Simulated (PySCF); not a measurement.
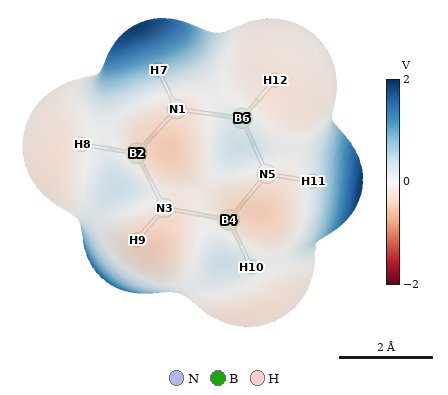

The picture shows: B₃H₆N₃ (SMILES B1NBNBN1). The electrostatic potential painted on the density surface at 0.002 e/bohr³, seen at a tilt; the colour scale runs from red (negative) to blue (positive).

Geometry: PBE0-D3(BJ)/def2-SVP.

Computed with PBE0/pcSseg-2, SCF density, gas phase, non-relativistic in PySCF.

```xyz
12

N     0.7060   -1.2207   -0.1869
B     1.4638   -0.0566    0.1394
N     0.7482    1.1667    0.3045
B    -0.6682    1.2557    0.1566
N    -1.3698    0.0574   -0.1708
B    -0.7113   -1.1959   -0.3485
H     1.1934   -2.0983   -0.3085
H     2.6652   -0.1051    0.2710
H     1.2654    2.0042    0.5365
H    -1.2508    2.3056    0.3031
H    -2.3743    0.0972   -0.2800
H    -1.3305   -2.1976   -0.6252
```

Describe the electrostatic potential map.

The most negative region (about −0.5 V, or −12 kcal/mol for a unit charge) lies over N1, N3 and N5, the most positive (about +1.9 V, or +44 kcal/mol for a unit charge) over H7, H9 and H11.
